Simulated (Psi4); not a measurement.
# One shape, several levels: SO3 (sulfur trioxide)

Wanted: a comparison of 6 runs (HF/3-21G, HF/6-31G, wB97X/6-31G, MP2.5/2ZaPa-NR) of SO3 (sulfur trioxide). 

Program for the calculation: Psi4 1.11.

5 further runs of the same task are left out: 2 that didn't finish, 3 set aside as unsound or not needed.

## (1) The system as given

The species is SO3 (4 atoms), meant as a singlet with charge 0. SMILES: `O=S(=O)=O`. The shape is that of a GFN2-xTB optimisation.

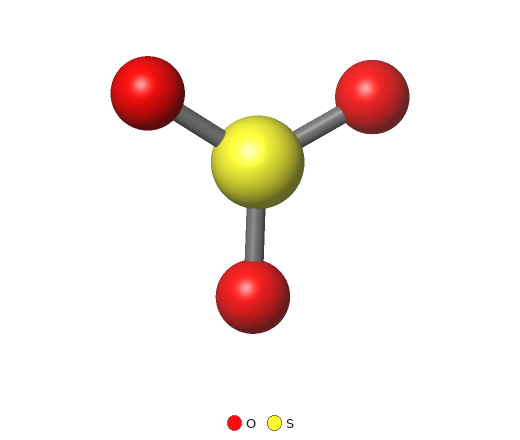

Viewed from a chosen angle; oxygen red, sulfur yellow.

## (2) The energy at HF/3-21G (run 1)

Input file input.inp:

```
memory 1600 mb

molecule {
  O     -1.120230    -0.683760     0.536200
  S      0.000050    -0.000150    -0.000380
  O      1.307630    -0.327510     0.440320
  O     -0.187450     1.011420    -0.976150
  symmetry c1
}

set {
  basis 3-21G
  puream true
  e_convergence 1e-09
  d_convergence 1e-08
  scf_type pk
}

e, wfn = energy("hf", return_wfn=True)
oeprop(wfn, "QUADRUPOLE", "DIPOLE", "LOWDIN_CHARGES")
print_variables()
```

Command:

```sh
psi4 input.inp input.out -n 1
```

input.out:

```text
[...]
  Running in c1 symmetry.
[...]
  Nuclear repulsion =  184.674443422524746
[...]
  Multiplicity = 1
[...]
  Nalpha       = 20
  Nbeta        = 20
[...]
    Number of basis functions: 40
[...]
   @RHF iter   1:  -618.31998355664234    5.37232e-01   1.69573e-02 ADIIS/DIIS
[...]
   @RHF iter  11:  -618.55231182610657   -9.09495e-13   6.72798e-09 DIIS
[...]
  @RHF Final Energy:  -618.55231182610657
   => Energetics <=
    Nuclear Repulsion Energy =            184.6744434225247460
    One-Electron Energy =               -1218.4000064492852289
    Two-Electron Energy =                 415.1732512006539650
    Total Energy =                       -618.5523118261064610
[...]
 Multipole Moments:
 ------------------------------------------------------------------------------------
     Multipole            Electronic (a.u.)      Nuclear  (a.u.)        Total (a.u.)
 ------------------------------------------------------------------------------------
 L = 1.  Multiply by 2.5417464519 to convert [e a0] to [Debye]
 Dipole X            :          0.0002303            0.0000007            0.0002309
 Dipole Y            :         -0.0003440           -0.0000020           -0.0003460
 Dipole Z            :         -0.0014834           -0.0000051           -0.0014884
 Magnitude           :                                                    0.0015455
 L = 2.  Multiply by 1.3450342976 to convert [e a0^2] to [Debye ang]
 Quadrupole XX       :       -111.3057333           85.7040982          -25.6016350
 Quadrupole XY       :         -4.6054926            4.2314510           -0.3740416
[...]
```

It took 3.6 s on 1 thread of Intel Xeon Platinum 8259CL at 2.50GHz (Skylake/Cascade Lake), shared host; peak memory 0.18 GiB.

## (3) Energy and gradient at HF/6-31G (run 2)

Input file o3s.xyz:

```xyz
4
O3S
O     -1.120230    -0.683760     0.536200
S      0.000050    -0.000150    -0.000380
O      1.307630    -0.327510     0.440320
O     -0.187450     1.011420    -0.976150
```

Input file job.py:

```python
import psi4

psi4.set_memory('1600 MB')
psi4.set_num_threads(1)
psi4.set_output_file('output.dat', False)

with open('o3s.xyz') as f:
    atoms = ''.join(f.readlines()[2:])
mol = psi4.geometry('0 1\n' + atoms + 'symmetry c1\nno_reorient\nno_com')

psi4.set_options({
    'basis': '6-31G',
    'reference': 'rhf',
    'puream': True,
    'e_convergence': 1e-09,
    'd_convergence': 1e-08,
    'scf_type': 'pk',
})

e, wfn = psi4.gradient("hf", return_wfn=True)
psi4.oeprop(wfn, "MAYER_INDICES", "WIBERG_LOWDIN_INDICES", "MULLIKEN_CHARGES")
print('gradient / Eh bohr^-1')
print(e.np.round(6))
print(f'energy = {wfn.energy():.10f} Eh')
for k, v in sorted(psi4.core.scalar_variables().items()):
    print(f'{k:45s} {v:18.10f}')
```

Command:

```sh
python job.py
```

output.dat:

```text
[...]
  Running in c1 symmetry.
[...]
  Nuclear repulsion =  184.674443422524746
[...]
  Multiplicity = 1
[...]
  Nalpha       = 20
  Nbeta        = 20
[...]
    Number of basis functions: 40
[...]
   @RHF iter   1:  -621.28995659654458    7.55963e-01   1.75208e-02 DIIS/ADIIS
[...]
   @RHF iter  11:  -621.55828989490044   -1.25056e-12   8.00411e-09 DIIS
[...]
  @RHF Final Energy:  -621.55828989490044
   => Energetics <=
    Nuclear Repulsion Energy =            184.6744434225247460
    One-Electron Energy =               -1220.8571015165089193
    Two-Electron Energy =                 414.6243681990837331
    Total Energy =                       -621.5582898949004402
[...]
 Multipole Moments:
 ------------------------------------------------------------------------------------
     Multipole            Electronic (a.u.)      Nuclear  (a.u.)        Total (a.u.)
 ------------------------------------------------------------------------------------
 L = 1.  Multiply by 2.5417464519 to convert [e a0] to [Debye]
 Dipole X            :         -0.0005944            0.0007559            0.0001615
 Dipole Y            :          0.0019590           -0.0022677           -0.0003087
 Dipole Z            :          0.0044319           -0.0058959           -0.0014641
 Magnitude           :                                                    0.0015049
[...]
  -Total Gradient:
     Atom            X                  Y                   Z
    ------   -----------------  -----------------  -----------------
       1        0.153262755644     0.093528419029    -0.073348208569
       2       -0.000437142889     0.000067166023    -0.000015658614
       3       -0.178379178955     0.044613212358    -0.060012296407
       4        0.025553566201    -0.138208797409     0.133376163590
[...]
```

On the terminal:

```text
gradient / Eh bohr^-1
[[ 1.53263e-01  9.35280e-02 -7.33480e-02]
 [-4.37000e-04  6.70000e-05 -1.60000e-05]
 [-1.78379e-01  4.46130e-02 -6.00120e-02]
 [ 2.55540e-02 -1.38209e-01  1.33376e-01]]
energy = -621.5582898949 Eh
CURRENT ENERGY                                   -621.5582898949
CURRENT REFERENCE ENERGY                         -621.5582898949
DD SOLVATION ENERGY                                 0.0000000000
HF KINETIC ENERGY                                 622.7940474693
HF POTENTIAL ENERGY                             -1244.3523373642
HF TOTAL ENERGY                                  -621.5582898949
HF VIRIAL RATIO                                     1.9980157845
NUCLEAR REPULSION ENERGY                          184.6744434225
ONE-ELECTRON ENERGY                             -1220.8571015165
PCM POLARIZATION ENERGY                             0.0000000000
PE ENERGY                                           0.0000000000
SCF ITERATION ENERGY                             -621.5582898949
SCF ITERATIONS                                     11.0000000000
SCF TOTAL ENERGY                                 -621.5582898949
TWO-ELECTRON ENERGY                               414.6243681991
```

Run time: 5.1 s. Hardware: 1 thread of Intel Xeon Platinum 8259CL at 2.50GHz (Skylake/Cascade Lake), shared host; peak memory 0.19 GiB.

Runs 3 to 5 aren't shown in full; the table further down has their settings and results.

## (4) The energy at MP2.5/2ZaPa-NR (DKH3, fitted SCF, Cartesian functions) (run 6)

Input file o3s.sdf:

```

     RDKit          3D

  4  3  0  0  0  0  0  0  0  0999 V2000
   -1.1202   -0.6838    0.5362 O   0  0  0  0  0  0  0  0  0  0  0  0
    0.0001   -0.0001   -0.0004 S   0  0  0  0  0  6  0  0  0  0  0  0
    1.3076   -0.3275    0.4403 O   0  0  0  0  0  0  0  0  0  0  0  0
   -0.1875    1.0114   -0.9761 O   0  0  0  0  0  0  0  0  0  0  0  0
  2  1  2  0
  3  2  2  0
  4  2  2  0
M  END
$$$$
```

Input file run.py:

```python
import numpy as np
from ase.calculators.psi4 import Psi4
from ase.io import read

atoms = read('o3s.sdf')
calc = Psi4(atoms=atoms, method='mp2.5', basis='2ZaPa-NR', memory='1600MB', num_threads=1, charge=0, multiplicity=1, label='o3s', reference='rhf')
calc.psi4.set_options({'scf_type': 'df', 'freeze_core': True, 'mp_type': 'conv', 'puream': False, 'relativistic': 'dkh', 'dkh_order': 3})
atoms.calc = calc

print(f'energy: {atoms.get_potential_energy():.6f} eV')
```

Command:

```sh
python run.py
```

o3s.dat:

```text
[...]
  Running in c1 symmetry.
[...]
  Nuclear repulsion =  184.678031067527229
[...]
  Multiplicity = 1
[...]
  Nalpha       = 20
  Nbeta        = 20
[...]
    Number of basis functions: 86
[...]
   @DF-RHF iter   1:  -622.96476168569529    2.49194e-01   8.44268e-03 ADIIS/DIIS
[...]
   @DF-RHF iter  10:  -623.17120444725333   -3.77440e-11   9.75174e-09 DIIS
[...]
  @DF-RHF Final Energy:  -623.17120444725333
   => Energetics <=
    Nuclear Repulsion Energy =            184.6780310675272290
    One-Electron Energy =               -1225.0336623625339598
    Two-Electron Energy =                 417.1844268477534001
    Total Energy =                       -623.1712044472533307
[...]
 Multipole Moments:
 ------------------------------------------------------------------------------------
     Multipole            Electronic (a.u.)      Nuclear  (a.u.)        Total (a.u.)
 ------------------------------------------------------------------------------------
 L = 1.  Multiply by 2.5417464519 to convert [e a0] to [Debye]
 Dipole X            :          0.0002867            0.0000013            0.0002881
 Dipole Y            :          0.0000583           -0.0000013            0.0000569
 Dipole Z            :         -0.0015540           -0.0000054           -0.0015594
 Magnitude           :                                                    0.0015868
[...]
	SCS-MP2 Total Energy (a.u.)        :  -623.86254927187372
	SOS-MP2 Total Energy (a.u.)        :  -623.84639374308961
	SCSN-MP2 Total Energy (a.u.)       :  -623.53073636861927
[...]
	SOS-PI-MP2 Total Energy (a.u.)     :  -623.89833138123083
[...]
	MP2 Total Energy (a.u.)            :  -623.89486032944194
[...]
```

Standard output:

```text
energy: -16976.681382 eV
```

Run time: 14 s. Hardware: 1 thread of Intel Xeon Platinum 8259CL at 2.50GHz (Skylake/Cascade Lake), shared host; peak memory 0.55 GiB.

## (5) Overview of the runs

```csv
run,level,task,integration grid,energy (Eh),HOMO energy (eV),LUMO energy (eV),HOMO–LUMO gap (eV),wall time
1,HF/3-21G,energy,–,-618.552312,-14.79,0.39,15.18,3.6 s
2,HF/6-31G,gradient,–,-621.558290,-15.48,-0.54,14.94,5.1 s
3,wB97X/6-31G,energy,99 radial × 590 angular,-623.307692,-12.96,-1.53,11.44,12 s
4,"MP2.5/2ZaPa-NR (DKH3, fitted SCF)",energy,–,-623.871488,-14.64,0.62,15.26,14 s
5,MP2.5/2ZaPa-NR (fitted SCF),energy,–,-622.793540,-14.64,0.62,15.26,11 s
6,"MP2.5/2ZaPa-NR (DKH3, fitted SCF, Cartesian functions)",energy,–,-623.881539,-14.63,0.61,15.24,14 s
```

## (6) Results

| quantity | value |
| --- | --- |
| run 6: total energy | -623.88154 Eh |
| run 6: HOMO energy (Hartree–Fock orbitals) | -14.63 eV |
| run 6: LUMO energy (Hartree–Fock orbitals) | 0.61 eV |
| run 6: HOMO–LUMO gap (Hartree–Fock orbitals) | 15.24 eV |
| run 6: correlation energy (8 core orbitals frozen) | -710.3 mEh |

Over runs 1, 2, 3 the HOMO–LUMO gap runs from 11.44 eV (wB97X/6-31G) to 15.18 eV (HF/3-21G). The two ends differ in method and basis. Some runs of one species differ in core potentials or relativity; totals across that change don't compare. All runs together took 60 s, the longest 14 s.
